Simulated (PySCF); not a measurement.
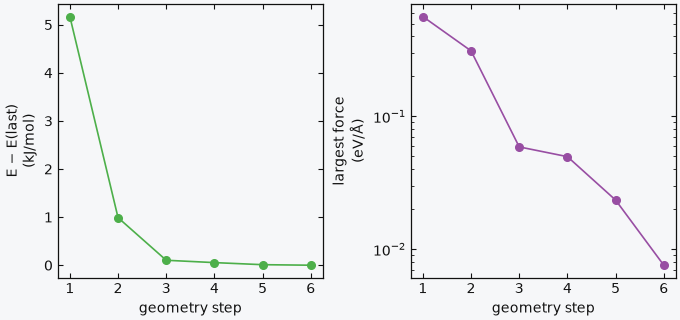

History of a geometry optimisation.

The run: phosphanamine (SMILES NP), by PBE0-D3(BJ)/def2-SVP, geometry optimisation in PySCF.

Q: How did the optimisation end?

A: The optimisation met its thresholds at geometry 6, counting the start as the first. The energy fell by about 5.2 kJ/mol from the first step to the last. The largest force goes from about 0.56 eV/Å at the start to 8 × 10⁻³ eV/Å at the end.
